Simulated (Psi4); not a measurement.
# C2HF2 (SMILES [CH]=C(F)F): U-wB97X-V/aug-cc-pVDZ

What is the energy change on altering one bond length of C2HF2 at U-wB97X-V/aug-cc-pVDZ? 

The results are computed with Psi4 1.11.

5 further runs of the same task are left out: 4 that didn't finish, 1 set aside as unsound or not needed.

## (1) The system as given

C2HF2: 5 atoms, total charge 0, spin state doublet. SMILES: `[CH]=C(F)F`. The shape is that of a PBE0-D4/def2-TZVP optimisation.

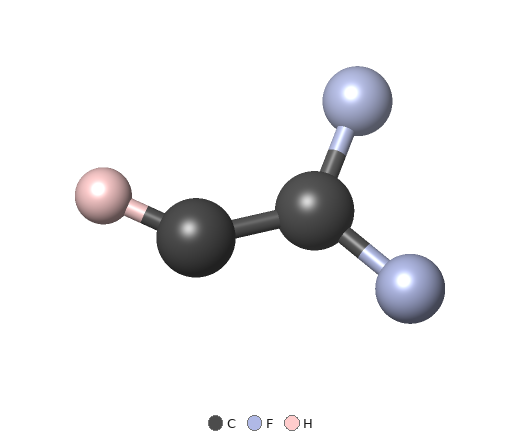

The structure, seen from a chosen angle (carbon dark grey, fluorine light blue, hydrogen pink).

## (2) The energy at U-wB97X-V/aug-cc-pVDZ

job.py

```python
import psi4

psi4.set_memory('1600 MB')
psi4.set_num_threads(1)
psi4.set_output_file('c2hf2.out', False)

m = psi4.geometry("""
0 2
C
C 1 1.300606
F 2 1.313443 1 124.97595
F 2 1.320414 1 125.42075 3 179.99785
H 1 1.072189 2 140.61985 3 -179.99931
symmetry c1
no_reorient
no_com
""")

psi4.set_options({
    'reference': 'uks',
    'puream': True,
    'e_convergence': 1e-09,
    'd_convergence': 1e-08,
    'scf_type': 'pk',
    'dft_radial_points': 99,
    'dft_spherical_points': 590,
    'maxiter': 100,
})

E, wfn = psi4.energy("wb97x-v/aug-cc-pVDZ", molecule=m, return_wfn=True)
print(f'total energy {E:.8f} hartree = {E * 27.211386:.5f} eV')
```

Command:

```bash
$ python job.py
```

c2hf2.out:

```text
[...]
  Running in c1 symmetry.
[...]
  Nuclear repulsion =  109.976061309616227
[...]
  Multiplicity = 2
[...]
  Nalpha       = 16
  Nbeta        = 15
[...]
    Number of basis functions: 101
[...]
   @UKS iter   1:  -276.22648031748986   -5.16323e-01   4.17904e-03 DIIS/ADIIS
[...]
   @UKS iter  14:  -276.31585803714097   -2.01226e-11   8.40814e-09 DIIS
[...]
   @S^2 Observed:                7.588300328E-01
[...]
    Orbital Energies [Eh]
    ---------------------
    Alpha Occupied:
       1A    -24.838808     2A    -24.837932     3A    -10.472778
       4A    -10.333063     5A     -1.443425     6A     -1.379911
       7A     -0.937651     8A     -0.776397     9A     -0.714357
      10A     -0.663228    11A     -0.658096    12A     -0.575061
      13A     -0.574348    14A     -0.555688    15A     -0.399569
      16A     -0.391206
    Alpha Virtual:
      17A      0.036011    18A      0.072792    19A      0.082836
      20A      0.095521    21A      0.109104    22A      0.116085
      23A      0.125417    24A      0.146484    25A      0.151519
[...]
  @UKS Final Energy:  -276.31585803714097
   => Energetics <=
    Nuclear Repulsion Energy =            109.9760613096162274
    One-Electron Energy =                -598.6413683032901645
    Two-Electron Energy =                 235.0552364121656694
    DFT Exchange-Correlation Energy =     -22.8332757994095807
    Empirical Dispersion Energy =           0.0000000000000000
    VV10 Nonlocal Energy =                  0.1274883437768458
    Total Energy =                       -276.3158580371409698
[...]
 Multipole Moments:
 ------------------------------------------------------------------------------------
     Multipole            Electronic (a.u.)      Nuclear  (a.u.)        Total (a.u.)
 ------------------------------------------------------------------------------------
 L = 1.  Multiply by 2.5417464519 to convert [e a0] to [Debye]
 Dipole X            :          0.0000145           -0.0000187           -0.0000042
 Dipole Y            :         -0.4232350            0.6481851            0.2249501
 Dipole Z            :          2.7966907           -3.2613163           -0.4646257
 Magnitude           :                                                    0.5162166
[...]
```

Standard output:

```text
total energy -276.31585804 hartree = -7518.93747 eV
```

Wall time 2.8 min (1 thread of Intel Xeon Platinum 8259CL at 2.50GHz (Skylake/Cascade Lake), shared host); peak memory 0.79 GiB.

## (3) The distorted shape

c2hf2.in

```
memory 1600 mb

molecule m {
  0 2
  C     -0.056970     1.104523    -0.035825
  C      0.163600    -0.366100     0.124600
  F      1.043800    -0.911700     0.932500
  F     -0.492600    -1.313200    -0.520300
  H     -0.665370     1.796323    -0.584325
  symmetry c1
  no_reorient
  no_com
}

set {
  basis                aug-cc-pVDZ
  reference            uks
  puream               true
  e_convergence        1e-09
  d_convergence        1e-08
  scf_type             pk
  dft_radial_points    99
  dft_spherical_points 590
  maxiter              100
}

e_tot, wfn = energy('wb97x-v', return_wfn=True)
```

Command:

```bash
$ psi4 c2hf2.in c2hf2.out -n 1
```

c2hf2.out:

```text
[...]
  Running in c1 symmetry.
[...]
  Nuclear repulsion =  106.069774572569784
[...]
  Multiplicity = 2
[...]
  Nalpha       = 16
  Nbeta        = 15
[...]
    Number of basis functions: 101
[...]
   @UKS iter   1:  -276.18242197204762   -6.87833e-01   4.43616e-03 DIIS/ADIIS
[...]
   @UKS iter  16:  -276.28503218816928   -1.47793e-12   2.83400e-09 DIIS
[...]
   @S^2 Observed:                7.918006891E-01
[...]
    Orbital Energies [Eh]
    ---------------------
    Alpha Occupied:
       1A    -24.851193     2A    -24.849908     3A    -10.502690
       4A    -10.359112     5A     -1.452053     6A     -1.388698
       7A     -0.892018     8A     -0.785200     9A     -0.716355
      10A     -0.668374    11A     -0.660528    12A     -0.581452
      13A     -0.570009    14A     -0.562241    15A     -0.397845
      16A     -0.366312
    Alpha Virtual:
      17A      0.035943    18A      0.056330    19A      0.072474
      20A      0.095440    21A      0.106521    22A      0.116463
      23A      0.124623    24A      0.139799    25A      0.143756
[...]
  @UKS Final Energy:  -276.28503218816928
   => Energetics <=
    Nuclear Repulsion Energy =            106.0697745725697843
    One-Electron Energy =                -590.7015404542610213
    Two-Electron Energy =                 230.9562028197393602
    DFT Exchange-Correlation Energy =     -22.7370838426420576
    Empirical Dispersion Energy =           0.0000000000000000
    VV10 Nonlocal Energy =                  0.1276147164246770
    Total Energy =                       -276.2850321881692821
[...]
 Multipole Moments:
 ------------------------------------------------------------------------------------
     Multipole            Electronic (a.u.)      Nuclear  (a.u.)        Total (a.u.)
 ------------------------------------------------------------------------------------
 L = 1.  Multiply by 2.5417464519 to convert [e a0] to [Debye]
 Dipole X            :         -9.5389978            9.3261953           -0.2128025
 Dipole Y            :         26.3580021          -26.0730030            0.2849991
 Dipole Z            :         -7.1033568            6.9128544           -0.1905024
 Magnitude           :                                                    0.4034855
[...]
```

Run time: 3.1 min. Hardware: 1 thread of Intel Xeon Platinum 8259CL at 2.50GHz (Skylake/Cascade Lake), shared host; peak memory 0.8 GiB.

## (4) Summary of results

At U-wB97X-V/aug-cc-pVDZ:

| quantity | value |
| --- | --- |
| first shape: total energy | -276.31586 Eh |
| first shape: dipole moment | 1.31 D |
| first shape: HOMO energy (highest over α and β) | -10.27 eV |
| first shape: LUMO energy (lowest over α and β) | -1.15 eV |
| first shape: ⟨S²⟩ | 0.759 |
| distorted shape: total energy | -276.28503 Eh |
| distorted shape: dipole moment | 1.03 D |
| distorted shape: HOMO energy (highest over α and β) | -9.49 eV |
| distorted shape: LUMO energy (lowest over α and β) | -0.97 eV |
| distorted shape: ⟨S²⟩ | 0.792 |
| energy change with the C1–C2 bond stretched from 1.301 to 1.496 Å | 0.839 eV |

With the C1–C2 bond stretched from 1.301 to 1.496 Å the energy rises by 0.84 eV (19.3 kcal/mol). The first shape isn't relaxed at this level, so the change isn't measured from a minimum.
